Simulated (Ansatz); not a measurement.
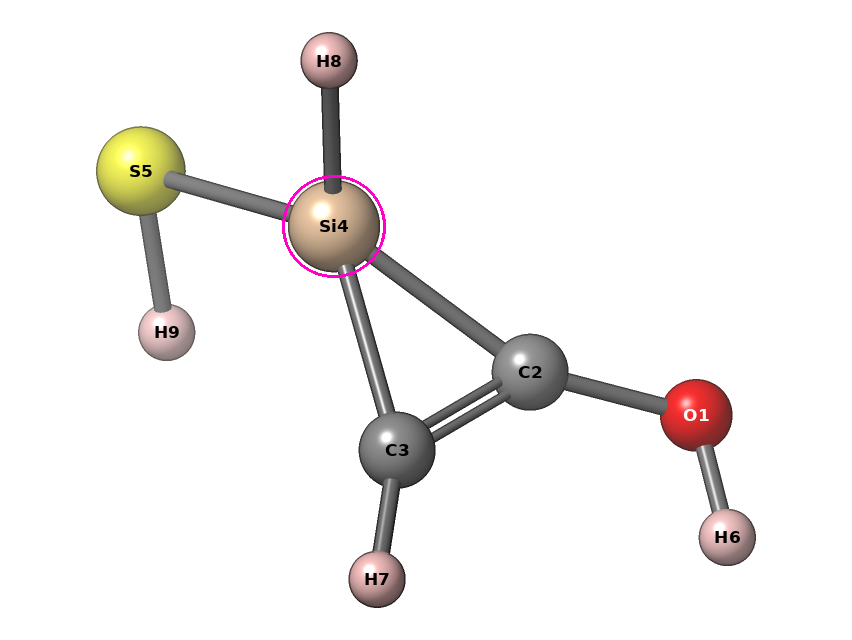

Atoms fade into the background with distance from the viewer. Circles mark the stereogenic atoms. The computed structure is the end point of a PBE0-D4/def2-TZVP optimisation. No frequency run is at hand to confirm it as a minimum.

Question: Assign CIP descriptors.

Answer: Si4: S (priorities S5 > C2 > C3 > H8).

Question: Write the isomeric SMILES.

Answer: OC1=C[Si@@H]1S
